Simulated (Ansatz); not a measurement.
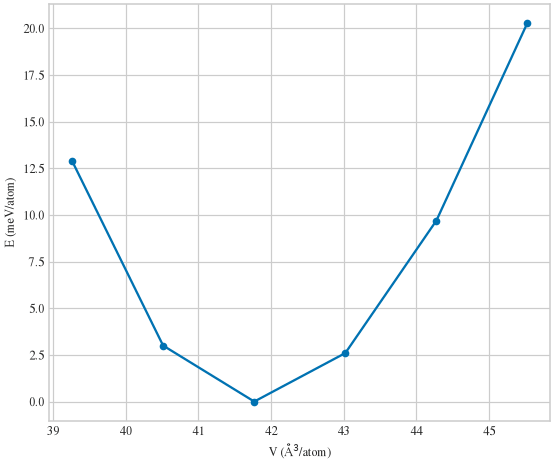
Figure. SnTe in space group P6_3mc (No. 186; Sn on 2b, Te on 2b) under volume change, DFT-PBE in the program Ansatz with PAW potentials, shape and atoms relaxed at each volume.

Task: What does a third-order Birch–Murnaghan fit give for V₀, B₀ and B′?

Result: V₀ = 41.76 Å³/atom, B₀ = 23.9 GPa, B′ = 6.4.

A made-up cell: these elements were put on the sites of a structure type; neither database checked (COD, Materials Project) lists it. It is not the phase usual at ambient conditions (space group No. 225). The cell was relaxed with PBE under the symmetry of its start; its stability against distortions is not shown here. Spin–orbit coupling is left out wherever it is not named.

Potentials: the later of the program's two PAW sets.
